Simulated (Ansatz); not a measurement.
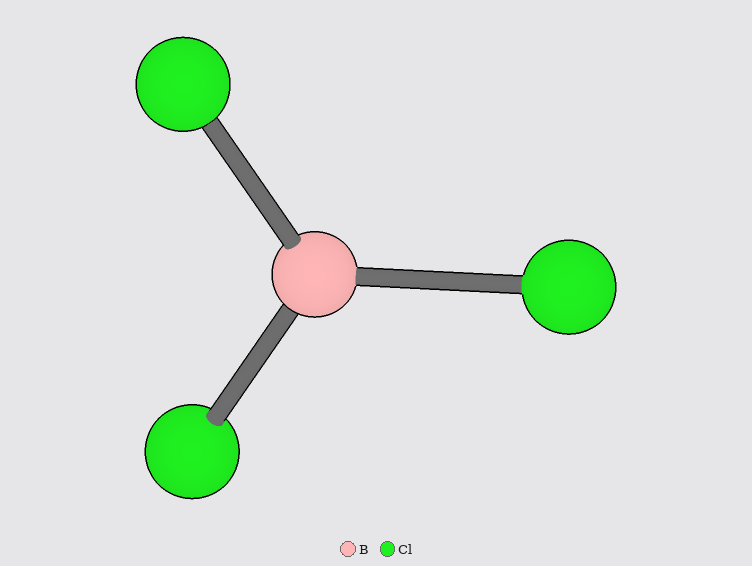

The picture shows a molecular structure as a ball-and-stick model. Every bond is drawn as one stick, whatever its order.

Count the atoms of each element.

Answer. BCl3, 4 atoms: 1 boron and 3 chlorine.

How many sets of symmetry-equivalent atoms are there?

Answer. 2: 1 B, 3 Cl.

What is the point group of this geometry?

Answer. D3h.

Count the bonded pairs by element.

Answer. 3 B–Cl. Sticks follow a distance rule.

The parts below concern this one geometry. Atoms keep their numbers from picture to picture. The geometry was computed by an optimisation with PBE0-D4/def2-TZVP.

**Geometry**

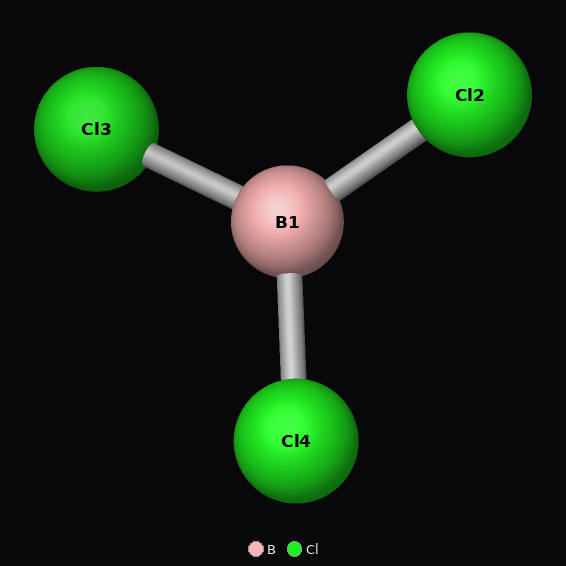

Numbered structure.

Estimate the angles Cl2–B1–Cl3.

| angle | degrees |
| --- | --- |
| Cl2–B1–Cl3 | 120.0 |

**Vibrations**

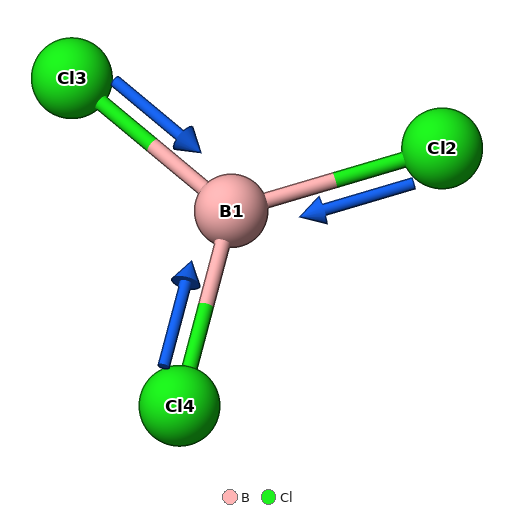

The arrows show one normal mode. Harmonic vibrations computed with RKS PBE0-D4/def2-TZVP (Ansatz 0.2.0) at a stationary point of the same level.

Describe the motion.

Answer. Mostly in-phase stretching of 3 B–Cl bonds.

Estimate its harmonic wavenumber.

Answer. 476 cm⁻¹; it is mode 4 of 6 counted from the lowest.

**Charges**

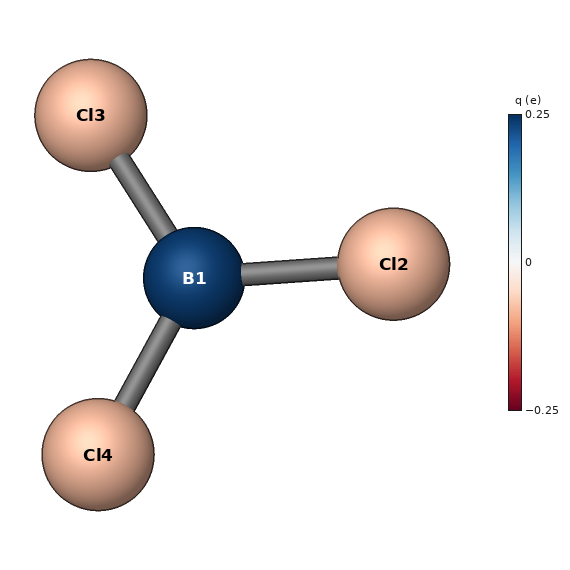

Atoms are coloured by their Mulliken charges. Method: RKS PBE0-D4/def2-TZVP (Ansatz 0.2.0).

List the Mulliken charges.

```json
{"atom": "B1", "value (e)": "0.23"}
{"atom": "Cl2", "value (e)": "−0.08"}
{"atom": "Cl3", "value (e)": "−0.08"}
{"atom": "Cl4", "value (e)": "−0.08"}
```

**Thermal motion**

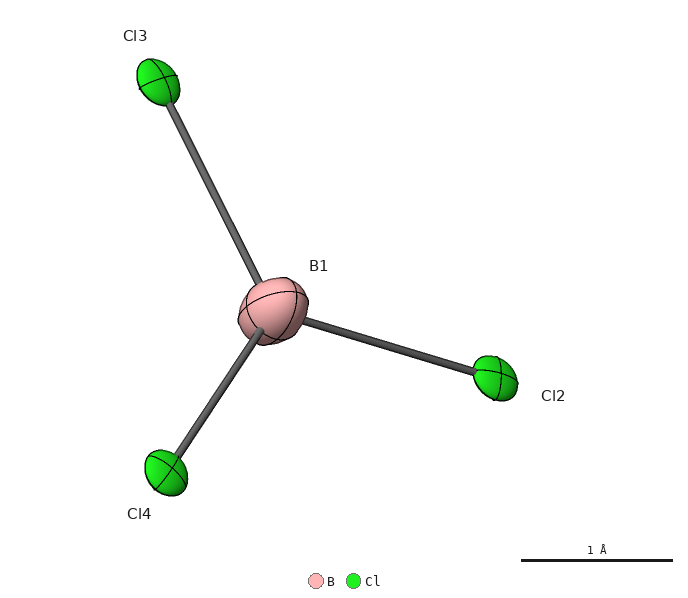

Displacement ellipsoids at the 50 % level, enlarged 3 times, from the internal vibrations of the free molecule (harmonic, no overall translation or rotation; no half-axis is drawn under 0.075 Å). Vibrations computed with RKS PBE0-D4/def2-TZVP (Ansatz 0.2.0). Temperature: 298 K.

List U_eq and the three principal root-mean-square amplitudes for each kind of atom.

```tsv
atom	U_eq (Å²)	rms amplitudes (Å)
B1	0.0026	0.045, 0.045, 0.062
Cl2, Cl3, Cl4	0.00089	0.006, 0.035, 0.037
```

Mulliken values depend strongly on the basis set and can even reverse the polarity of a bond.
